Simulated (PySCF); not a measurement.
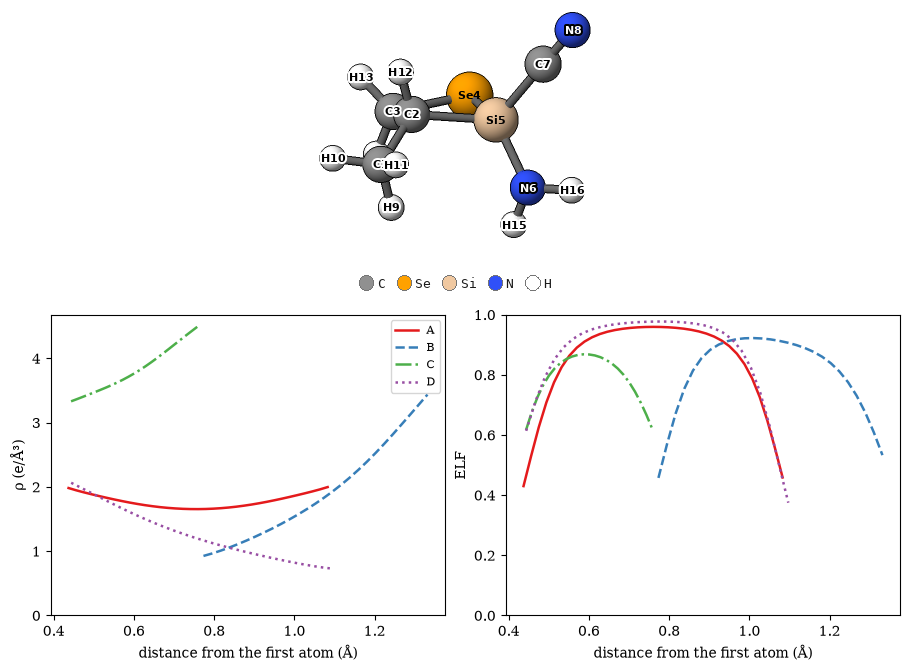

The picture shows: C4H8N2SeSi. Electron density and ELF along straight lines between neighbouring atoms. The curves leave out the atomic cores. The structure is drawn too.

Geometry: GFN2-xTB.

Level of theory: PySCF, CAM-B3LYP/def2-SVPD, SCF density, gas phase.

Input file:

```
{"job": {"kind": "uv", "xc": "CAM-B3LYP", "basis": "def2-SVPD", "nstates": 8, "ntriplets": 3}, "charge": 0, "multiplicity": 1}
C     -1.548305    -0.626100     0.804987
C     -0.526732     0.476490     0.582281
C     -0.986704     1.526053    -0.441528
Se     0.655405     1.879037    -1.512458
Si     1.134538     0.000539    -0.240106
N      1.201498    -1.557181    -0.961800
C      2.666299     0.102388     0.822251
N      3.616771     0.171679     1.454179
H     -1.759653    -1.152167    -0.123704
H     -2.481751    -0.211023     1.183967
H     -1.174433    -1.346567     1.528717
H     -0.338748     0.971182     1.539255
H     -1.359208     2.452417    -0.007048
H     -1.743337     1.130299    -1.119849
H      0.546122    -1.804442    -1.686228
H      2.090640    -2.003659    -1.116230
```

Command:

```sh
OMP_NUM_THREADS=1 python probes_run.py task.json out
```

**Which curve belongs to which contact (C–C, C–N, C–Si and Si–N)? The first atom named is at distance zero.**

Curve A: C–C (1.52 Å): ρ at the midpoint is about 1.7 e/Å³; the ELF peaks at about 0.95 between the atoms: localised, covalent bonding. Curve B: Si–N (1.72 Å): ρ at the midpoint is about 1.1 e/Å³; the ELF peaks at about 0.90 between the atoms; a polar covalent bond. Curve C: C–N (1.14 Å): the density is about 3.7 e/Å³ at the midpoint; the ELF peaks at about 0.85 between the atoms: a short, multiple covalent bond. Curve D: C–Si (1.87 Å): the density is about 0.91 e/Å³ at the midpoint; the ELF peaks at about 1 between the atoms, as expected for a shared electron pair.
